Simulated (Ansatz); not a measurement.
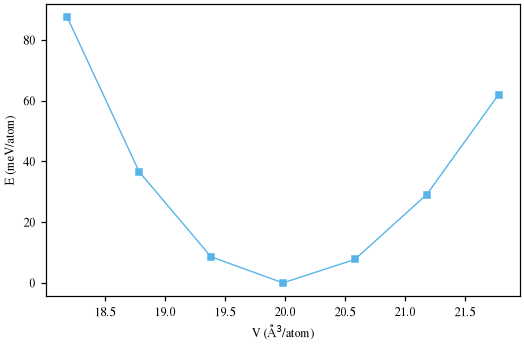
TaTe (CsCl type, space group No. 221) under volume change, plane-wave PAW PBE (Ansatz code), scaled uniformly.

What does a third-order Birch–Murnaghan fit give for V₀, B₀ and B′?

V₀ = 19.99 Å³/atom, B₀ = 145 GPa, B′ = 4.7.

Space group Pm-3m (CsCl type). The start of the workflow was typed in or built on a structure type; neither database checked (COD, Materials Project) lists it. Whether it is the stable phase at ambient conditions was not checked. Symmetry was held in the PBE relaxation; its stability against distortions is not shown here. No spin polarisation was allowed. Its formation energy is positive at this level, so the cell may be metastable or incomplete. Scalar-relativistic: spin–orbit coupling is off unless named, which matters more the heavier the elements.

Potentials: the earlier of the program's two PAW sets.
